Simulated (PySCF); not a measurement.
# CH$_{2}$AlCl$_{3}$O, SMILES `C=O.Cl[Al](Cl)Cl`: electronic structure

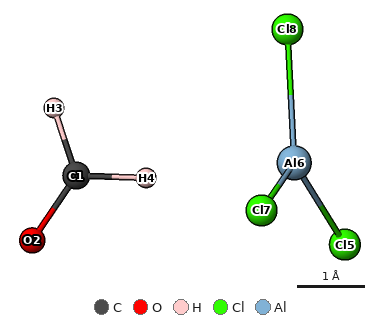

The molecule, with its atoms numbered as below. The pair's geometry is semi-empirical, so its contact may be too short or too long.

Cartesian coordinates (Å):

```
C1      -2.7209    0.5525    0.0047
O2      -3.5917   -0.2510    0.0181
H3      -2.8832    1.6397   -0.0118
H4      -1.6326    0.2611    0.0082
Cl5      0.6772   -1.1307   -1.7253
Al6      0.7250   -0.0555   -0.0021
Cl7      0.7143   -0.9802    1.8072
Cl8      0.9702    1.9646   -0.0902
```

## 1. Bonding charge

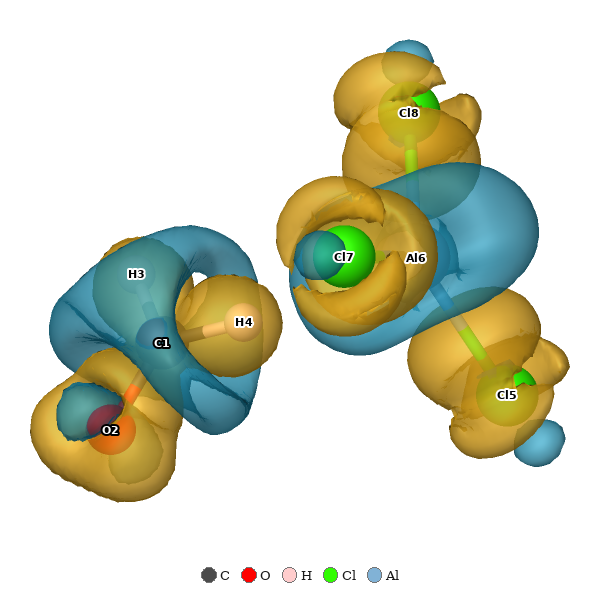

Deformation density (molecule less spherical, spin-averaged free atoms at the same positions), surfaces at ±0.04 e/Å³; yellow: gain, teal: loss.

Computed with PySCF, r2SCAN/6-31+G*, geometry: GFN2-xTB.

Question: Describe the bonding that the map shows.

Answer: C1–H3: +0.70 e/Å³ at the bond critical point (bond length 1.10 Å). C1–O2: +0.62 e/Å³ at the bond critical point (bond length 1.19 Å). C1–H4: +0.59 e/Å³ at the bond critical point (bond length 1.13 Å). Cl5–Al6 and Al6–Cl7: +0.06 e/Å³ at the bond critical point (bond length 2.03 Å); up to 0.6 Å beside the axis the gain reaches +0.19 e/Å³. Al6–Cl8: +0.06 e/Å³ at the bond critical point (bond length 2.04 Å). In all, 1.8 electrons gather in the regions of gain relative to the promolecule. A small or negative value marks a very polar bond, one between electron-rich atoms, whose free-atom densities already overlap strongly, a long bond to a heavier atom, or a closed-shell contact such as a hydrogen bond.

Question: Where do the Hirshfeld charges lie?

Answer: The highest Hirshfeld charge is on Al6 (+0.44 e), the lowest on O2 (−0.18 e).

```
atom  charge (e)
  C1       +0.15
  O2       −0.18
  H3       +0.07
  H4       +0.02
 Cl5       −0.16
 Al6       +0.44
 Cl7       −0.16
 Cl8       −0.17
```

## 2. Bond critical points

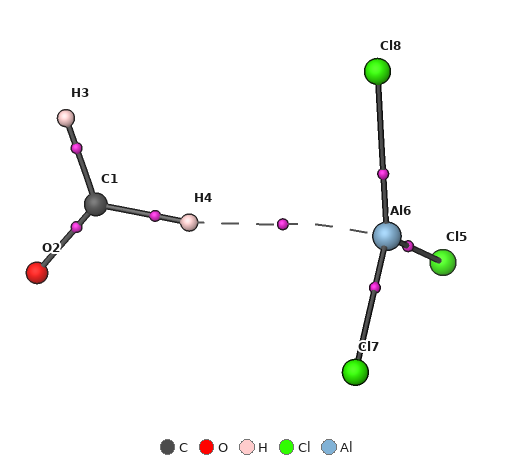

Molecular graph of the electron density (QTAIM): bond paths, bond critical points (magenta), ring points (cyan, if any); weak paths are dashed.

Question: How many critical points of each kind are there, and does the count close?

Answer: 8 nuclei, 7 bond, 0 ring and 0 cage critical points: 8 − 7 + 0 − 0 = 1, as the Poincaré–Hopf relation requires.

Question: What does the calculation give at each kind of bond critical point?

Answer:
| bond | length (Å) | ρ (a.u.) | ∇²ρ (a.u.) | ε | H (a.u.) |
| --- | --- | --- | --- | --- | --- |
| C1–O2 | 1.185 | 0.423 | +0.79 | 0.04 | −0.700 |
| C1–H3 | 1.099 | 0.276 | −0.98 | 0.01 | −0.275 |
| C1–H4 | 1.127 | 0.254 | −0.78 | 0.00 | −0.230 |
| Cl5–Al6 (2 alike) | 2.032 | 0.081 | +0.44 | 0.04 | −0.014 |
| Al6–Cl8 | 2.037 | 0.080 | +0.43 | 0.04 | −0.013 |
| H4–Al6 | 2.379 | 0.013 | +0.01 | 0.26 | −0.002 |

Question: What kind of interaction is H4–Al6?

Answer: On the border between closed-shell and intermediate: ρ = 0.013, ∇²ρ = +0.01, H = −0.002 a.u.

Question: Are there bond paths between atoms that aren't covalently bonded?

Answer: Yes: H4–Al6 (2.38 Å, ρ = 0.013).

## 3. Electrostatic potential

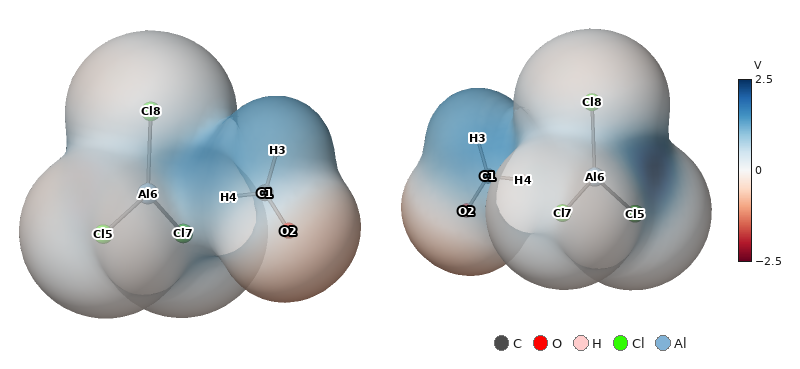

Electrostatic potential on the surface of electron density 0.001 a.u. (back view left, front view right).

Question: Where are the extremes of the potential on the surface?

Answer: Highest: 2.46 V, over Al6, off the plane of its three bonds (2.0 Å). Further maxima include 1.49 V, 1.7 Å from H4; 1.11 V, 1.7 Å from H4. Lowest: −0.91 V, 1.8 Å from O2. Further minima include −0.27 V, 2.1 Å from Cl5, and at like points elsewhere; −0.20 V, 2.1 Å from Cl5, and at like points elsewhere. The surface is sampled at points, so like sites can differ by a few per cent and only the strongest of them is named.

Question: Does Cl8 carry a σ-hole?

Answer: Yes: a local maximum of +0.13 V lies on the extension of the Al6–Cl8 bond.

## 4. Weak contacts

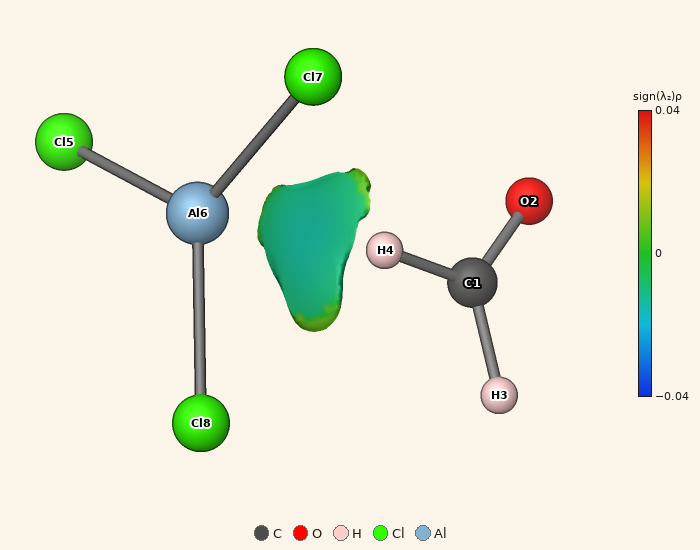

Non-covalent interaction surfaces between the fragments (reduced density gradient s = 0.6, coloured by sign(λ₂)ρ in a.u.; trimmed to the region between the fragments where ρ is under 0.06 a.u.). Fragment A: H2CO (atoms 1–4); fragment B: AlCl3.

Question: How strongly are they bound?

Answer: The counterpoise-corrected interaction energy of the frozen fragments is −0.5 kcal/mol without dispersion correction and −1.2 kcal/mol with D3(BJ). The pair geometry is semi-empirical, not a minimum at this level.

## 5. Binding density

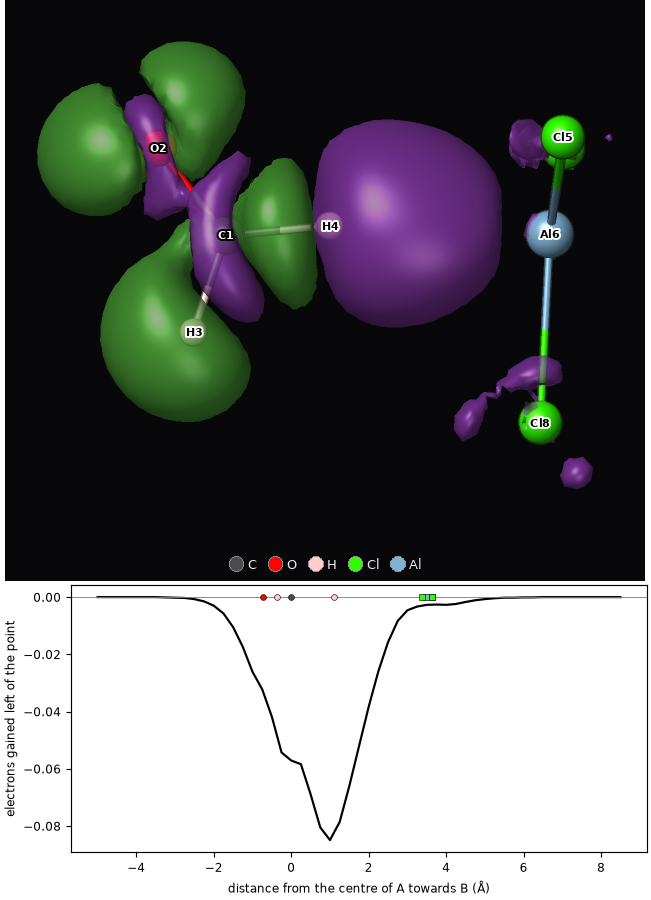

Density of the complex less the densities of the two fragments at the same geometry, ±0.003 e/Å³ (purple: gain, green: loss). Fragment A: H2CO (atoms 1–4); fragment B: AlCl3. Below: the charge-displacement curve along the line of centres (A on the left).

Question: Which way does charge flow?

Answer: Hirshfeld charges show 0.045 e passing from A to B. By Hirshfeld charges, electrons gather most on H4 (−0.029 e) and leave O2 most (+0.033 e); 0.11 e is displaced in all, which induces a dipole of 1.03 D.
